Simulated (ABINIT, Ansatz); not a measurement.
# ZnSe (Stilleite): changed settings of a GW run in ABINIT

Aim: change inputs of a GW run on ZnSe (Stilleite) and see what moves.

Program: ABINIT 10.8.3. Level of theory: PBE and many-body steps on it, plane waves. Results are calculated unless marked as measured.

## 1. Starting point

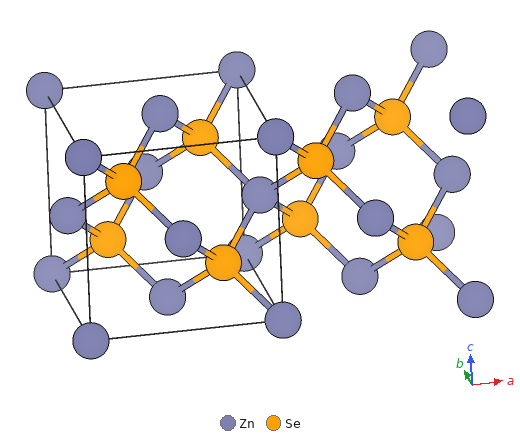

Start, viewed slightly off an axis; zinc blue, selenium orange. 2×1×1 cells are drawn. This picture shows the conventional cell, with its axes. Bonds to atoms that aren't drawn are left out. Some periodic images of atoms are drawn too.

The cell and positions come from the Crystallography Open Database and are kept as given unless a step says otherwise.

## 2. Screening, 4×4×4 mesh, 60 bands, screening to 114.3 eV

This step: ABINIT 10.8.3; RPA screening on PBE, plane waves, norm-conserving pseudopotentials.

The RPA dielectric matrix is built and inverted for each q.

File run.abi:

```
acell 3*1.0 Angstrom
rprim 
  -0.000000000000 2.833800000000 2.833800000000
  2.833800000000 -0.000000000000 2.833800000000
  2.833800000000 2.833800000000 0.000000000000
ntypat 2
znucl 30 34
natom 2
typat 1 2
xred 
  0.000000000000 0.000000000000 0.000000000000
  0.250000000000 0.250000000000 0.250000000000
pp_dirpath "pseudos"
pseudos "Zn.upf, Se.upf"
ecut 39
ngkpt 4 4 4
nshiftk 1
shiftk 0 0 0
kptopt 1
chksymbreak 0
istwfk *1
occopt 1
irdwfk 1
optdriver 3
nband 60
ecuteps 4.2
inclvkb 2
awtr 1
symchi 1
indata_prefix "in"
outdata_prefix "out"
tmpdata_prefix "tmp"
```

Command:

```
> OMP_NUM_THREADS=1 mpirun -n 4 abinit run.abi > log
```

What it wrote:

```text
.Version 10.8.3 of ABINIT. v10.8.2 released Aug 2026.

 Symmetries : space group F-4 3 m (#216); Bravais cF (face-center cubic)
[... echo of the input left out ...]
== DATASET  1 ==================================================================
-   mpi_nproc: 4, omp_nthreads: 1 (-1 if OMP is not activated)

--- !DatasetInfo
iteration_state: {dtset: 1, }
dimensions: {natom: 2, nkpt: 8, mband: 60, nsppol: 1, nspinor: 1, nspden: 1, mpw: 3591, }
cutoff_energies: {ecut:  39.0, pawecutdg:  -1.0, }
electrons: {nelect:   3.60000000E+01, charge:   0.00000000E+00, occopt:   1.00000000E+00, tsmear:   1.00000000E-02, }

 SCREENING: Calculation of the susceptibility and dielectric matrices

 Based on a program developped by R.W. Godby, V. Olevano, G. Onida, and L. Reining.
 Incorporated in ABINIT by V. Olevano, G.-M. Rignanese, and M. Torrent.
.Using double precision arithmetic ; gwpc =  8

[... cell and pseudopotentials left out ...]
--------------------------------------------------------------------------------

 ==== K-mesh for the wavefunctions ====
 Number of points in the irreducible wedge :     8
[... list of points left out ...]
 Together with 24 symmetry operations and time-reversal symmetry
 yields    64 points in the full Brillouin Zone.

 ==== Q-mesh for the screening function ====
 Number of points in the irreducible wedge :     8
[... list of points left out ...]
 Together with 24 symmetry operations and time-reversal symmetry
 yields    64 points in the full Brillouin Zone.

 setmesh: FFT mesh size selected  =    30x   30x   30
          total number of points  =        27000

 vcoul_init : cutoff-mode = AUXILIARY_FUNCTION
 q-points for optical limit:   1
     1)      0.000010    0.000020    0.000030

- screening: taking advantage of time-reversal symmetry
- Maximum band index for partially occupied states nbvw = 18
- Remaining bands to be divided among processors   nbcw = 42
- Number of bands treated by each node ~10

 Number of electrons calculated from density =   36.0000; Expected =   36.0000
 average of density, n =  0.117211
 r_s =    1.2676
 omega_plasma =   33.0248 [eV]

 calculating chi0 at frequencies [eV] :
  1    0.000000E+00    0.000000E+00
  2    0.000000E+00    3.302477E+01

--------------------------------------------------------------------------------
  q-point number  1        q = ( 0.000000, 0.000000, 0.000000) [r.l.u.]
--------------------------------------------------------------------------------
[... chi0 elements left out ...]
 For q-point:  0.000010 0.000020 0.000030
  dielectric constant =  13.9607
  dielectric constant without local fields =  14.9650

  Average fulfillment of the sum rule on Im[epsilon] for q-point    1 :     29.33  [%]
[... wings left out ...]
  q-point number  2        q = ( 0.250000, 0.000000, 0.000000) [r.l.u.]
--------------------------------------------------------------------------------
[... chi0 elements left out ...]
  Average fulfillment of the sum rule on Im[epsilon] for q-point    2 :     37.31  [%]

 [... 6 further q-points ...]
```

Wall time 35 s (4 MPI ranks of Arm Neoverse N1, shared host); peak memory 0.75 GiB.

Numbers from this step:

```yaml
eps_infinity_with_local_fields_on_this_mesh_along_the_program_s_q_direction: 13.96
the_same_without_local_fields: 14.96
plasma_frequency: 33.02 eV
plane_waves_in_the_screening_matrix: 137
```

Local fields lower ε∞ by 7 %. On a Γ-centred mesh this coarse the value itself is usually too large, while a short band sum pulls it down.

## 3. Base

The self-energy is evaluated for the states that the input lists, and the levels follow from it, in one-shot runs by the linearised quasiparticle equation.

This step: G0W0 on PBE, plane waves, norm-conserving pseudopotentials.

run.abi, as its differences from that of step 2:

```diff
@@ -23,8 +23,15 @@
 irdwfk 1
-optdriver 3
+optdriver 4
 nband 60
+gwcalctyp 0
+ecutsigx 39
+symsigma 1
+nkptgw 1
+kptgw 
+  0.0000000000 0.0000000000 0.0000000000
+bdgw 
+  16 22
 ecuteps 4.2
-inclvkb 2
-awtr 1
-symchi 1
+irdscr 1
+ppmodel 1
 indata_prefix "in"
```

What it wrote:

```text
.Version 10.8.3 of ABINIT. v10.8.2 released Aug 2026.

 Symmetries : space group F-4 3 m (#216); Bravais cF (face-center cubic)
[... echo of the input left out ...]
== DATASET  1 ==================================================================
-   mpi_nproc: 4, omp_nthreads: 1 (-1 if OMP is not activated)

--- !DatasetInfo
iteration_state: {dtset: 1, }
dimensions: {natom: 2, nkpt: 8, mband: 60, nsppol: 1, nspinor: 1, nspden: 1, mpw: 3591, }
cutoff_energies: {ecut:  39.0, pawecutdg:  -1.0, }
electrons: {nelect:   3.60000000E+01, charge:   0.00000000E+00, occopt:   1.00000000E+00, tsmear:   1.00000000E-02, }

 SIGMA: Calculation of the GW corrections

 Based on a program developped by R.W. Godby, V. Olevano, G. Onida, and L. Reining.
 Incorporated in ABINIT by V. Olevano, G.-M. Rignanese, and M. Torrent.
.Using double precision arithmetic ; gwpc =  8

[... cell and pseudopotentials left out ...]
--------------------------------------------------------------------------------

 ==== K-mesh for the wavefunctions ====
 Number of points in the irreducible wedge :     8
[... list of points left out ...]
 Together with 24 symmetry operations and time-reversal symmetry
 yields    64 points in the full Brillouin Zone.

 ==== Q-mesh for screening function ====
 Number of points in the irreducible wedge :     8
[... list of points left out ...]
 Together with 24 symmetry operations and time-reversal symmetry
 yields    64 points in the full Brillouin Zone.

 vcoul_init : cutoff-mode = AUXILIARY_FUNCTION
 q-points for optical limit:   1
     1)      0.000010    0.000020    0.000030
 setmesh: FFT mesh size selected  =    45x   45x   45
          total number of points  =        91125

 Number of electrons calculated from density =   36.0000; Expected =   36.0000
 average of density, n =  0.117211
 r_s =    1.2676
 omega_plasma =   33.0248 [eV]

 === KS Band Gaps ===
  >>>> For spin  1
   Minimum direct gap =   1.2881 [eV], located at k-point      :   0.0000  0.0000  0.0000
   Fundamental gap    =   1.2881 [eV], Top of valence bands at :   0.0000  0.0000  0.0000
                                       Bottom of conduction at :   0.0000  0.0000  0.0000
 SIGMA fundamental parameters:
 PLASMON POLE MODEL  1
 number of plane-waves for SigmaX                 3527
 number of plane-waves for SigmaC and W            137
 number of plane-waves for wavefunctions          3527
 number of bands                                    60
 number of independent spin polarizations            1
 number of spinorial components                      1
 number of k-points in IBZ                           8
 number of q-points in IBZ                           8
 number of symmetry operations                      24
 number of k-points in BZ                           64
 number of q-points in BZ                           64
 number of frequencies for dSigma/dE                 9
 frequency step for dSigma/dE [eV]                0.25
 number of omega for Sigma on real axis              0
 max omega for Sigma on real axis  [eV]           0.00
 zcut for avoiding poles [eV]                     0.10

 EPSILON^-1 parameters (SCR file):
 dimension of the eps^-1 matrix on file            137
 dimension of the eps^-1 matrix used               137
 number of plane-waves for wavefunctions          3527
 number of bands                                    60
 number of q-points in IBZ                           8
 number of frequencies                               2
 number of real frequencies                          1
 number of imag frequencies                          1

 matrix elements of self-energy operator (all in [eV])

 Perturbative Calculation

--- !SelfEnergy_ee
iteration_state: {dtset: 1, }
kpoint     : [   0.000,    0.000,    0.000, ]
spin       : 1
KS_gap     :    1.288
QP_gap     :    2.572
Delta_QP_KS:    1.284
data: !SigmaeeData |
     Band     E0 <VxcDFT>   SigX SigC(E0)      Z dSigC/dE  Sig(E)    E-E0       E
       16   3.405 -16.589 -20.446   2.597   0.797  -0.254 -17.594  -1.005   2.400
       17   3.405 -16.589 -20.446   2.597   0.797  -0.254 -17.594  -1.005   2.400
       18   3.405 -16.589 -20.446   2.597   0.797  -0.254 -17.594  -1.005   2.400
       19   4.693 -12.624  -8.875  -3.407   0.815  -0.228 -12.345   0.279   4.972
       20   9.220 -10.891  -5.994  -4.040   0.812  -0.232 -10.195   0.695   9.915
       21   9.220 -10.891  -5.994  -4.040   0.812  -0.232 -10.195   0.695   9.915
       22   9.220 -10.891  -5.994  -4.040   0.812  -0.232 -10.195   0.695   9.915

== END DATASET(S) ==============================================================
================================================================================

 -outvars: echo values of variables after computation  --------
           etotal      0.0000000000E+00
            nband          60
             nkpt           8
          spgroup         216
 [... the other variables as echoed above ...]

 Calculation completed.
```

Wall time 6.3 s (4 MPI ranks); peak memory 0.59 GiB.

This step gave:

* G0W0 gap on the points computed: 2.572 eV
* starting gap on the mesh: 1.288 eV
* k of the valence top: 0, 0, 0
* k of the conduction bottom: 0, 0, 0
* Z at the valence top: 0.797
* Z at the conduction bottom: 0.815
* least direct G0W0 gap on the computed points: 2.572 eV

The gap on the mesh goes from 1.29 eV to 2.57 eV, a correction of +1.28 eV.

## 4. No symmetry in the self-energy

run.abi, as its differences from that of step 3:

```diff
@@ -27,3 +27,3 @@
 ecutsigx 39
-symsigma 1
+symsigma 0
 nkptgw 1
```

What it wrote:

```text
.Version 10.8.3 of ABINIT. v10.8.2 released Aug 2026.

 Symmetries : space group F-4 3 m (#216); Bravais cF (face-center cubic)
[... echo of the input left out ...]
== DATASET  1 ==================================================================
-   mpi_nproc: 4, omp_nthreads: 1 (-1 if OMP is not activated)

--- !DatasetInfo
iteration_state: {dtset: 1, }
dimensions: {natom: 2, nkpt: 8, mband: 60, nsppol: 1, nspinor: 1, nspden: 1, mpw: 3591, }
cutoff_energies: {ecut:  39.0, pawecutdg:  -1.0, }
electrons: {nelect:   3.60000000E+01, charge:   0.00000000E+00, occopt:   1.00000000E+00, tsmear:   1.00000000E-02, }

 SIGMA: Calculation of the GW corrections

 Based on a program developped by R.W. Godby, V. Olevano, G. Onida, and L. Reining.
 Incorporated in ABINIT by V. Olevano, G.-M. Rignanese, and M. Torrent.
.Using double precision arithmetic ; gwpc =  8

[... cell and pseudopotentials left out ...]
--------------------------------------------------------------------------------

 ==== K-mesh for the wavefunctions ====
 Number of points in the irreducible wedge :     8
[... list of points left out ...]
 Together with 24 symmetry operations and time-reversal symmetry
 yields    64 points in the full Brillouin Zone.

 ==== Q-mesh for screening function ====
 Number of points in the irreducible wedge :     8
[... list of points left out ...]
 Together with 24 symmetry operations and time-reversal symmetry
 yields    64 points in the full Brillouin Zone.

 vcoul_init : cutoff-mode = AUXILIARY_FUNCTION
 q-points for optical limit:   1
     1)      0.000010    0.000020    0.000030
 setmesh: FFT mesh size selected  =    45x   45x   45
          total number of points  =        91125

 Number of electrons calculated from density =   36.0000; Expected =   36.0000
[...]
number of q-points in BZ                           64
 number of frequencies for dSigma/dE                 9
 frequency step for dSigma/dE [eV]                0.25
 number of omega for Sigma on real axis              0
 max omega for Sigma on real axis  [eV]           0.00
 zcut for avoiding poles [eV]                     0.10

 EPSILON^-1 parameters (SCR file):
 dimension of the eps^-1 matrix on file            137
 dimension of the eps^-1 matrix used               137
 number of plane-waves for wavefunctions          3527
 number of bands                                    60
 number of q-points in IBZ                           8
 number of frequencies                               2
 number of real frequencies                          1
 number of imag frequencies                          1

 matrix elements of self-energy operator (all in [eV])

 Perturbative Calculation

--- !SelfEnergy_ee
iteration_state: {dtset: 1, }
kpoint     : [   0.000,    0.000,    0.000, ]
spin       : 1
KS_gap     :    1.288
QP_gap     :    2.572
Delta_QP_KS:    1.284
data: !SigmaeeData |
     Band     E0 <VxcDFT>   SigX SigC(E0)      Z dSigC/dE  Sig(E)    E-E0       E
       16   3.405 -16.589 -20.446   2.597   0.797  -0.254 -17.594  -1.005   2.400
       17   3.405 -16.589 -20.446   2.596   0.797  -0.254 -17.594  -1.005   2.400
       18   3.405 -16.589 -20.446   2.597   0.797  -0.254 -17.594  -1.005   2.400
       19   4.693 -12.624  -8.875  -3.407   0.815  -0.228 -12.345   0.279   4.972
       20   9.220 -10.891  -5.994  -4.040   0.812  -0.232 -10.196   0.695   9.915
       21   9.220 -10.891  -5.994  -4.040   0.812  -0.232 -10.195   0.695   9.915
       22   9.220 -10.891  -5.994  -4.040   0.812  -0.232 -10.195   0.695   9.915

== END DATASET(S) ==============================================================
================================================================================

 -outvars: echo values of variables after computation  --------
           etotal      0.0000000000E+00
            nband          60
             nkpt           8
          spgroup         216
 [... the other variables as echoed above ...]

 Calculation completed.
```

The job ended after 25 s (4 MPI ranks; peak memory 0.74 GiB; 99 s of CPU time).

Numbers from this step:

- G0W0 gap on the points computed: 2.572 eV
- starting gap on the mesh: 1.288 eV
- k of the valence top: 0, 0, 0
- k of the conduction bottom: 0, 0, 0
- Z at the valence top: 0.797
- Z at the conduction bottom: 0.815
- least direct G0W0 gap on the computed points: 2.572 eV

Against G0W0 in ABINIT (4×4×4 mesh, 60 bands, screening to 114.3 eV, Godby-Needs plasmon pole), the gap moves by +0.000 eV.

## 5. Point off the mesh

run.abi, as its differences from that of step 4:

```diff
@@ -27,8 +27,8 @@
 ecutsigx 39
-symsigma 0
+symsigma 1
 nkptgw 1
 kptgw 
-  0.0000000000 0.0000000000 0.0000000000
+  0.137 0.291 0
 bdgw 
-  16 22
+  18 19
 ecuteps 4.2
```

What it wrote:

```text
.Version 10.8.3 of ABINIT. v10.8.2 released Aug 2026.

 Symmetries : space group F-4 3 m (#216); Bravais cF (face-center cubic)
================================================================================
 Values of the parameters that define the memory need of the present run
     intxc =       0    ionmov =       0      iscf =       7    lmnmax =       6
     lnmax =       6     mgfft =      45  mpssoang =       3    mqgrid =    3001
     natom =       2  nloc_mem =       1    nspden =       1   nspinor =       1
    nsppol =       1      nsym =      24    n1xccc =    2501    ntypat =       2
    occopt =       1   xclevel =       2
-    mband =          60        mffmem =           1         mkmem =           2
       mpw =        3591          nfft =       91125          nkpt =           8
================================================================================
  Rough estimation (10% accuracy) of disk space for files :
================================================================================

--------------------------------------------------------------------------------
------------- Echo of variables that govern the present computation ------------
--------------------------------------------------------------------------------
 -outvars: echo values of preprocessed input variables --------
            acell      1.8897261259E+00  1.8897261259E+00  1.8897261259E+00 Bohr

             bdgw          18      19
      chksymbreak           0
             ecut      3.90000000E+01 Hartree
          ecuteps      4.20000000E+00 Hartree
         ecutsigx      3.90000000E+01 Hartree
          ecutwfn      3.90000000E+01 Hartree
-          fftalg         312
           irdscr           1
           irdwfk           1

              ixc     -101130
[...]
- Zn Generated using ONCVPSP code by D. R. Hamann
- 30.00000  20.00000  171031                  znucl, zion, pspdat
12 -101130 2 -1 1326                          pspcod,pspxc,lmax,lloc,mmax
     nproj     2     2     2
  pspatm : epsatm=   26.68164218
         --- l  ekb(1:nproj) -->
[...]
pspatm: atomic psp has been read  and splines computed

- Se Generated using ONCVPSP code by D. R. Hamann
- 34.00000  16.00000  171031                  znucl, zion, pspdat
12 -101130 2 -1 1214                          pspcod,pspxc,lmax,lloc,mmax
     nproj     2     2     2
  pspatm : epsatm=   29.53331881
         --- l  ekb(1:nproj) -->
[...]
1    6.803691    1.279695
             2   -9.256960   -3.748206
 pspatm: atomic psp has been read  and splines computed

   2.02373860E+03                                ecore*ucvol(ha*bohr**3)
--------------------------------------------------------------------------------

 ==== K-mesh for the wavefunctions ====
 Number of points in the irreducible wedge :     8
 Reduced coordinates and weights :

     1)     0.00000000E+00  0.00000000E+00  0.00000000E+00       0.01563
     2)     2.50000000E-01  0.00000000E+00  0.00000000E+00       0.12500
     3)     5.00000000E-01  0.00000000E+00  0.00000000E+00       0.06250
[...]
7)     5.00000000E-01  5.00000000E-01  0.00000000E+00       0.04688
     8)    -2.50000000E-01  5.00000000E-01  2.50000000E-01       0.09375

 Together with 24 symmetry operations and time-reversal symmetry
 yields    64 points in the full Brillouin Zone.

--- !ERROR
message: |
    k-point [ 1.3700E-01,  2.9100E-01,  0.0000E+00]  not in the list of k points treated in the preparatory SCF run.
     Change kptgw, or shiftk of previous run.

--- !ERROR
message: |
    k-point [ 1.3700E-01,  2.9100E-01,  0.0000E+00]  not in the list of k points treated in the preparatory SCF run.
     Change kptgw, or shiftk of previous run.

--- from the log ---
k-point [ 1.3700E-01,  2.9100E-01,  0.0000E+00]  not in the list of k points treated in the preparatory SCF run.
     Change kptgw, or shiftk of previous run.
```

Elapsed: 3 s, on 4 MPI ranks; peak memory 0.06 GiB.

The run stopped with an error after 3 s.

The program's words: k-point [ 1.3700E-01,  2.9100E-01,  0.0000E+00]  not in the list of k points treated in the preparatory SCF run. Change kptgw, or shiftk of previous run.

The fault put into this input: point off the mesh.

## 6. The runs together

Times are wall times on 4 MPI ranks of Arm Neoverse N1, shared host, good to a factor of about two. A run's time includes the screening step that it read.

```tsv
run	mesh	bands	screening cutoff (eV)	DFT gap (eV)	gap on the mesh (eV)	direct (eV)	ε∞ used	time
base	4×4×4	60	114.3	1.288	2.572	2.572	13.96	42 s
no symmetry in the self-energy	4×4×4	60	114.3	1.288	2.572	2.572	13.96	60 s
```

## 7. Summary of results

| Property | Result |
| --- | --- |
| base | 2.572 eV |
| no symmetry in the self-energy | 2.572 eV |
| known limits | not at the basis limit; exchange with frozen shells missing; no spin-orbit coupling; coarse k mesh |

**Reading.** No symmetry in the self-energy: no change against base (keys changed: symsigma). Bands and cutoff are finite, so the gap is not at the basis limit. The miss can reach some tenths of an eV and take either sign; the mesh is an error of its own. In the G0W0 runs levels were corrected at 1 k point alone, so a gap called «on the mesh» is the least over those, and an edge elsewhere would be missed. The 4×4×4 mesh is coarse for this cell, which bears on the long-range parts of exchange and screening. The norm-conserving file of at least one element keeps a d shell over frozen s and p shells of the same row. Exchange with those shells is missing from the self-energy, an error of 0.3 to 0.9 eV in cases checked, whose sign depends on which edge lies on those atoms. The many-body steps are scalar-relativistic: spin-orbit coupling is not in them.

[Paths, hosts, dates, memory and timing lines, banners, echoed tables and standing remarks are left out of the program output.]

[Logs are printed without paths, hosts, clocks, repeated set-up lines and the standing remarks that a program may print on its own settings, such as how far it seeks lower states.]

[Runs of the session that timed out or met a known fault of the program may be left out.]

[Hosts, paths, dates, database ids (printed as entryN), source tags and the programs' standing remarks are cut or masked in the printed files.]

[G0W0 gaps are taken among the corrected bands and points alone; a level outside them can change the order at an edge.]

[Where Ansatz stands beside ABINIT at settings called matched, ABINIT's density can come from a denser mesh and the files from another edition; pairs whose starting gaps differed by over 0.03 eV were left out, so agreement reads better than it is.]
